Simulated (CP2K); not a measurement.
# C4H4Si (SMILES C#C[SiH2]C#C) at 4 levels

Aim: a comparison of 4 runs (BLYP-D3(BJ)/DZVP-MOLOPT-SR-GTH, PBE/DZVP-MOLOPT-SR-GTH, PBE/TZV2P-MOLOPT-PBE-GTH, revPBE-D3(BJ)/TZV2P-MOLOPT-PBE-GTH) of C4H4Si. 

The results are computed with CP2K 2026.2.

**1. The system as given**

C4H4Si: 9 atoms, total charge 0, spin state singlet. As SMILES, `C#C[SiH2]C#C`. The shape is that of a PBE0-D4/def2-TZVP optimisation.

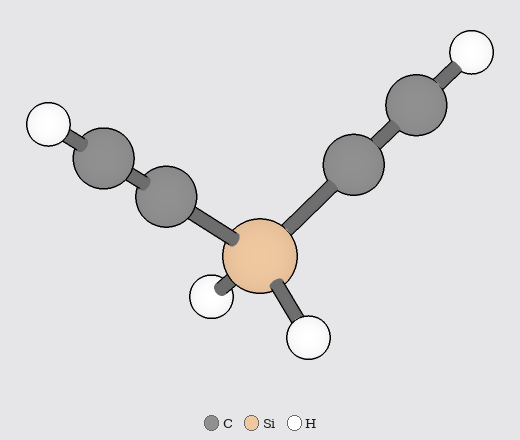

The structure, seen from a chosen angle (carbon grey, silicon light orange, hydrogen white).

**2. A single-point energy at BLYP-D3(BJ)/DZVP-MOLOPT-SR-GTH (core potential) (run 1)**

molecule.xyz reads:

```xyz
9

C      1.986100    -0.068000     1.693000
C      1.245000    -0.318200     0.775800
Si     0.139500    -0.713800    -0.616400
C     -1.252900     0.459600    -0.648400
C     -2.180600     1.228700    -0.681700
H      2.639600     0.155600     2.505100
H      0.896100    -0.611400    -1.885800
H     -0.384600    -2.089300    -0.450100
H     -2.999800     1.910300    -0.708600
```

job.inp reads:

```
&GLOBAL
    PROJECT job
    RUN_TYPE ENERGY
    PRINT_LEVEL MEDIUM
&END GLOBAL

&FORCE_EVAL
    METHOD Quickstep
    &DFT
        BASIS_SET_FILE_NAME BASIS_MOLOPT
        POTENTIAL_FILE_NAME GTH_POTENTIALS
        &QS
            METHOD GPW
            EPS_DEFAULT 1.0E-10
        &END QS
        # plane-wave cutoff in Ry
        &MGRID
            CUTOFF 400
            REL_CUTOFF 50
            NGRIDS 4
        &END MGRID
        # isolated system
        &POISSON
            PERIODIC NONE
            POISSON_SOLVER MULTIPOLE
        &END POISSON
        &SCF
            SCF_GUESS ATOMIC
            EPS_SCF 1.0E-06
            MAX_SCF 100
            ADDED_MOS 3
            &DIAGONALIZATION
                ALGORITHM STANDARD
            &END DIAGONALIZATION
            &MIXING
                METHOD BROYDEN_MIXING
                ALPHA 0.3
                NBUFFER 8
            &END MIXING
        &END SCF
        # functional
        &XC
            &XC_FUNCTIONAL BLYP
            &END XC_FUNCTIONAL
            &VDW_POTENTIAL
                POTENTIAL_TYPE PAIR_POTENTIAL
                &PAIR_POTENTIAL
                    TYPE DFTD3(BJ)
                    PARAMETER_FILE_NAME dftd3.dat
                    REFERENCE_FUNCTIONAL BLYP
                    R_CUTOFF 15
                &END PAIR_POTENTIAL
            &END VDW_POTENTIAL
        &END XC
        # extra output
        &PRINT
            &MOMENTS
                PERIODIC F
                REFERENCE COM
                MAX_MOMENT 1
            &END MOMENTS
            &MO ON
                ENERGIES T
                OCCUPATION_NUMBERS T
                NDIGITS 6
                &EACH
                    QS_SCF 0
                &END EACH
                ADD_LAST NUMERIC
            &END MO
            &HIRSHFELD OFF
            &END HIRSHFELD
        &END PRINT
    &END DFT
    # atoms, cell and kinds
    &SUBSYS
        # box in angstrom
        &CELL
            ABC 12.6 11 11.4
            PERIODIC NONE
        &END CELL
        &TOPOLOGY
            COORD_FILE_NAME molecule.xyz
            COORD_FILE_FORMAT XYZ
            &CENTER_COORDINATES
            &END CENTER_COORDINATES
        &END TOPOLOGY
        &KIND C
            BASIS_SET DZVP-MOLOPT-SR-GTH-q4
            POTENTIAL GTH-BLYP-q4
        &END KIND
        &KIND Si
            BASIS_SET DZVP-MOLOPT-SR-GTH-q4
            POTENTIAL GTH-BLYP-q4
        &END KIND
        &KIND H
            BASIS_SET DZVP-MOLOPT-SR-GTH-q1
            POTENTIAL GTH-BLYP-q1
        &END KIND
    &END SUBSYS
&END FORCE_EVAL
```

Started as:

```sh
$ OMP_NUM_THREADS=1 cp2k.psmp -i job.inp > job.out 2>&1
```

Standard output:

```text
CP2K| version string:                                       CP2K version 2026.2
[...]
 GLOBAL| Method name                                                        CP2K
[...]
 GLOBAL| Run type                                                         ENERGY
[...]
 DFT| Spin restricted Kohn-Sham (RKS) calculation                            RKS
 DFT| Multiplicity                                                             1
[...]
 DFT| Charge                                                                   0
[...]
 FUNCTIONAL| BECKE88:
 FUNCTIONAL| LYP:
[...]
 QS| Method:                                                                 GPW
[...]
 QS| Density cutoff [a.u.]:                                                200.0
[...]
 QS| Relative density cutoff [a.u.]:                                        25.0
[...]
                             - Atoms:                                          9
[...]
                             - Spherical basis functions:                     85
[...]
 Number of electrons:                                                         24
[...]
     1 NoMix/Diag. 0.30E+00    1.3     1.26378928       -27.6868556785 -2.77E+01
[...]
    20 Broy./Diag. 0.30E+00    1.8     0.00000093       -28.8017925879 -7.91E-06
  *** SCF run converged in    20 steps ***
[...]
  Overlap energy of the core charge distribution:               0.00002774496112
  Self energy of the core charge distribution:                -69.30384449456800
  Core Hamiltonian energy:                                     20.69853307368936
  Hartree energy:                                              29.13697482739491
  Exchange-correlation energy:                                 -9.31817778471989
  Dispersion energy:                                           -0.01530595465677
  Total energy:                                               -28.80179258789926
[...]
                     Mulliken Population Analysis
 #  Atom  Element  Kind  Atomic population                           Net charge
       1     C        1          3.956959                              0.043041
       2     C        1          4.058788                             -0.058788
       3     Si       2          4.087927                             -0.087927
       4     C        1          4.058810                             -0.058810
       5     C        1          3.956846                              0.043154
       6     H        3          0.979516                              0.020484
       7     H        3          0.960889                              0.039111
       8     H        3          0.960746                              0.039254
       9     H        3          0.979521                              0.020479
 # Total charge                             24.000000                 -0.000000
[...]
  Dipole moment [Debye]
    X= -0.8710331E-01 Y=  0.4564644E+00 Z=  0.3976993E+00  Total=      0.6116466
 ENERGY| Total FORCE_EVAL ( QS ) energy [hartree]            -28.801792587899257
[...]
```

Run time: 37 s. Hardware: 1 thread of Arm Neoverse V2, shared host; peak memory 2.2 GiB.

**3. A single-point energy at PBE/DZVP-MOLOPT-SR-GTH (core potential) (run 2)**

run.inp reads:

```
&GLOBAL
   PROJECT run
   RUN_TYPE ENERGY
   PRINT_LEVEL MEDIUM
&END
&FORCE_EVAL
   METHOD QUICKSTEP
   &DFT
      BASIS_SET_FILE_NAME BASIS_MOLOPT
      POTENTIAL_FILE_NAME GTH_POTENTIALS
      ! Quickstep
      &QS
         METHOD GPW
         EPS_DEFAULT 1.0E-10
      &END
      ! real-space grids
      &MGRID
         CUTOFF 400
         REL_CUTOFF 50
         NGRIDS 4
      &END
      ! isolated system
      &POISSON
         PERIODIC NONE
         POISSON_SOLVER MULTIPOLE
      &END
      &SCF
         SCF_GUESS ATOMIC
         EPS_SCF 1.0E-06
         MAX_SCF 100
         ADDED_MOS 10
         &DIAGONALIZATION
            ALGORITHM STANDARD
         &END
         &MIXING
            METHOD BROYDEN_MIXING
            ALPHA 0.3
            NBUFFER 8
         &END
      &END
      ! functional
      &XC
         &XC_FUNCTIONAL PBE
         &END
      &END
      &PRINT
         &MOMENTS
            PERIODIC F
            REFERENCE COM
            MAX_MOMENT 1
         &END
         &MO ON
            ENERGIES T
            OCCUPATION_NUMBERS T
            NDIGITS 6
            &EACH
               QS_SCF 0
            &END
            ADD_LAST NUMERIC
         &END
         &HIRSHFELD OFF
         &END
      &END
   &END
   ! atoms, cell and kinds
   &SUBSYS
      &CELL
         ABC 12.6 11 11.4
         PERIODIC NONE
      &END
      &COORD
         C      8.466200     5.521500     7.083350
         C      7.725100     5.271300     6.166150
         Si     6.619600     4.875700     4.773950
         C      5.227200     6.049100     4.741950
         C      4.299500     6.818200     4.708650
         H      9.119700     5.745100     7.895450
         H      7.376200     4.978100     3.504550
         H      6.095500     3.500200     4.940250
         H      3.480300     7.499800     4.681750
      &END
      &KIND C
         BASIS_SET DZVP-MOLOPT-SR-GTH-q4
         POTENTIAL GTH-PBE-q4
      &END
      &KIND Si
         BASIS_SET DZVP-MOLOPT-SR-GTH-q4
         POTENTIAL GTH-PBE-q4
      &END
      &KIND H
         BASIS_SET DZVP-MOLOPT-SR-GTH-q1
         POTENTIAL GTH-PBE-q1
      &END
   &END
&END
```

Started as:

```sh
$ OMP_NUM_THREADS=1 cp2k.psmp run.inp > run.out
```

Standard output, cut to the lines that bear on the results:

```text
CP2K| version string:                                       CP2K version 2026.2
[...]
 GLOBAL| Method name                                                        CP2K
[...]
 GLOBAL| Run type                                                         ENERGY
[...]
 DFT| Spin restricted Kohn-Sham (RKS) calculation                            RKS
 DFT| Multiplicity                                                             1
[...]
 DFT| Charge                                                                   0
[...]
 FUNCTIONAL| PBE:
 QS| Method:                                                                 GPW
[...]
 QS| Density cutoff [a.u.]:                                                200.0
[...]
 QS| Relative density cutoff [a.u.]:                                        25.0
[...]
                             - Atoms:                                          9
[...]
                             - Spherical basis functions:                     85
[...]
 Number of electrons:                                                         24
[...]
     1 NoMix/Diag. 0.30E+00    1.7     1.25464524       -27.7821689897 -2.78E+01
[...]
    22 Broy./Diag. 0.30E+00    2.1     0.00000026       -28.8850973186  6.53E-07
  *** SCF run converged in    22 steps ***
[...]
  Overlap energy of the core charge distribution:               0.00002853495347
  Self energy of the core charge distribution:                -69.23991997067944
  Core Hamiltonian energy:                                     20.58374302602859
  Hartree energy:                                              29.18018739333473
  Exchange-correlation energy:                                 -9.40913630226684
  Total energy:                                               -28.88509731862949
[...]
                     Mulliken Population Analysis
 #  Atom  Element  Kind  Atomic population                           Net charge
       1     C        1          3.960092                              0.039908
       2     C        1          4.065536                             -0.065536
       3     Si       2          4.129875                             -0.129875
       4     C        1          4.065568                             -0.065568
[...]
  Dipole moment [Debye]
    X= -0.8343378E-01 Y=  0.4364604E+00 Z=  0.3805748E+00  Total=      0.5850607
 ENERGY| Total FORCE_EVAL ( QS ) energy [hartree]            -28.885097318629494
[...]
```

It took 48 s on 1 thread of Arm Neoverse V2, shared host; peak memory 2.2 GiB.

Run 3 isn't shown in full; the table further down has it.

**4. A single-point energy at revPBE-D3(BJ)/TZV2P-MOLOPT-PBE-GTH (core potential) (run 4)**

run.inp reads:

```
&GLOBAL
  PROJECT_NAME run
  RUN_TYPE ENERGY
  PRINT_LEVEL MEDIUM
&END GLOBAL
&FORCE_EVAL
  METHOD QS
  &DFT
    BASIS_SET_FILE_NAME BASIS_MOLOPT_UZH
    POTENTIAL_FILE_NAME POTENTIAL_UZH
    &QS
      METHOD GPW
      EPS_DEFAULT 1.0E-10
    &END QS
    &MGRID
      CUTOFF 400
      REL_CUTOFF 50
      NGRIDS 4
    &END MGRID
    &POISSON
      PERIODIC NONE
      POISSON_SOLVER MULTIPOLE
    &END POISSON
    &SCF
      SCF_GUESS ATOMIC
      EPS_SCF 1.0E-06
      MAX_SCF 150
      ADDED_MOS 10
      &DIAGONALIZATION
        ALGORITHM STANDARD
      &END DIAGONALIZATION
      &MIXING
        METHOD BROYDEN_MIXING
        ALPHA 0.3
        NBUFFER 8
      &END MIXING
    &END SCF
    &XC
      &XC_FUNCTIONAL
        &PBE
          PARAMETRIZATION REVPBE
        &END PBE
      &END XC_FUNCTIONAL
      &VDW_POTENTIAL
        POTENTIAL_TYPE PAIR_POTENTIAL
        &PAIR_POTENTIAL
          TYPE DFTD3(BJ)
          PARAMETER_FILE_NAME dftd3.dat
          REFERENCE_FUNCTIONAL revPBE
          R_CUTOFF 15
        &END PAIR_POTENTIAL
      &END VDW_POTENTIAL
    &END XC
    &PRINT
      &MOMENTS
        PERIODIC F
        REFERENCE COM
        MAX_MOMENT 1
      &END MOMENTS
      &MO ON
        ENERGIES T
        OCCUPATION_NUMBERS T
        NDIGITS 6
        &EACH
          QS_SCF 0
        &END EACH
        ADD_LAST NUMERIC
      &END MO
      &HIRSHFELD OFF
      &END HIRSHFELD
    &END PRINT
  &END DFT
  &SUBSYS
    &CELL
      ABC 12.6 11 11.4
      PERIODIC NONE
    &END CELL
    &COORD
      C      1.986100    -0.068000     1.693000
      C      1.245000    -0.318200     0.775800
      Si     0.139500    -0.713800    -0.616400
      C     -1.252900     0.459600    -0.648400
      C     -2.180600     1.228700    -0.681700
      H      2.639600     0.155600     2.505100
      H      0.896100    -0.611400    -1.885800
      H     -0.384600    -2.089300    -0.450100
      H     -2.999800     1.910300    -0.708600
    &END COORD
    &TOPOLOGY
      &CENTER_COORDINATES
      &END CENTER_COORDINATES
    &END TOPOLOGY
    &KIND C
      BASIS_SET TZV2P-MOLOPT-PBE-GTH-q4
      POTENTIAL GTH-PBE-q4
    &END KIND
    &KIND Si
      BASIS_SET TZV2P-MOLOPT-PBE-GTH-q4
      POTENTIAL GTH-PBE-q4
    &END KIND
    &KIND H
      BASIS_SET TZV2P-MOLOPT-PBE-GTH-q1
      POTENTIAL GTH-PBE-q1
    &END KIND
  &END SUBSYS
&END FORCE_EVAL
```

Started as:

```sh
$ OMP_NUM_THREADS=1 cp2k.psmp -i run.inp > run.out 2>&1
```

Standard output, cut to the lines that bear on the results:

```text
CP2K| version string:                                       CP2K version 2026.2
[...]
 GLOBAL| Method name                                                        CP2K
[...]
 GLOBAL| Run type                                                         ENERGY
[...]
 DFT| Spin restricted Kohn-Sham (RKS) calculation                            RKS
 DFT| Multiplicity                                                             1
[...]
 DFT| Charge                                                                   0
[...]
 FUNCTIONAL| PBE:
[...]
 QS| Method:                                                                 GPW
[...]
 QS| Density cutoff [a.u.]:                                                200.0
[...]
 QS| Relative density cutoff [a.u.]:                                        25.0
[...]
                             - Atoms:                                          9
[...]
                             - Spherical basis functions:                    201
[...]
 Number of electrons:                                                         24
[...]
     1 NoMix/Diag. 0.30E+00    1.8     0.79575448       -28.1729642459 -2.82E+01
[...]
    25 Broy./Diag. 0.30E+00    2.3     0.00000050       -28.9676333048 -8.29E-07
  *** SCF run converged in    25 steps ***
[...]
  Overlap energy of the core charge distribution:               0.00002872576749
  Self energy of the core charge distribution:                -69.21047700920352
  Core Hamiltonian energy:                                     20.58108786618321
  Hartree energy:                                              29.14215044360842
  Exchange-correlation energy:                                 -9.46340734775688
  Dispersion energy:                                           -0.01701598335642
  Total energy:                                               -28.96763330475769
[...]
                     Mulliken Population Analysis
 #  Atom  Element  Kind  Atomic population                           Net charge
       1     C        1          4.150702                             -0.150702
       2     C        1          4.095523                             -0.095523
       3     Si       2          3.451327                              0.548673
[...]
  Dipole moment [Debye]
    X= -0.8488262E-01 Y=  0.4389823E+00 Z=  0.3839040E+00  Total=      0.5893156
 ENERGY| Total FORCE_EVAL ( QS ) energy [hartree]            -28.967633304757690
[...]
```

It took 57 s on 1 thread of Arm Neoverse V2, shared host; peak memory 2.2 GiB.

**5. The series**

```
run                                                level  core potential  added orbitals  energy (Eh)  dipole moment (D)  HOMO energy (eV)  LUMO energy (eV)  wall time
  1      BLYP-D3(BJ)/DZVP-MOLOPT-SR-GTH (core potential)        GTH-BLYP               3   -28.801793               0.61             -6.65             -0.95       37 s
  2              PBE/DZVP-MOLOPT-SR-GTH (core potential)         GTH-PBE              10   -28.885097               0.59             -6.90             -1.21       48 s
  3            PBE/TZV2P-MOLOPT-PBE-GTH (core potential)         GTH-PBE               3   -28.896715               0.58             -7.04             -1.37       56 s
  4  revPBE-D3(BJ)/TZV2P-MOLOPT-PBE-GTH (core potential)         GTH-PBE              10   -28.967633               0.59             -6.99             -1.30       57 s
```

**6. Results**

| quantity | value |
| --- | --- |
| run 4: total energy | -28.96763 Eh |
| run 4: dipole moment | 0.59 D |
| run 4: HOMO energy | -6.99 eV |
| run 4: LUMO energy | -1.30 eV |
| run 4: HOMO–LUMO gap | 5.69 eV |
| run 4: dispersion energy | -44.68 kJ/mol |

**Reading.** The dipole moment (its size) runs from 0.58 D (PBE/TZV2P-MOLOPT-PBE-GTH) to 0.61 D (BLYP-D3(BJ)/DZVP-MOLOPT-SR-GTH). The two ends differ in method and basis. The HOMO–LUMO gap runs from 5.66 eV (PBE/TZV2P-MOLOPT-PBE-GTH) to 5.71 eV (BLYP-D3(BJ)/DZVP-MOLOPT-SR-GTH). Totals of different functionals can't be ranked against each other. All runs together took 3.3 min, the longest 57 s.
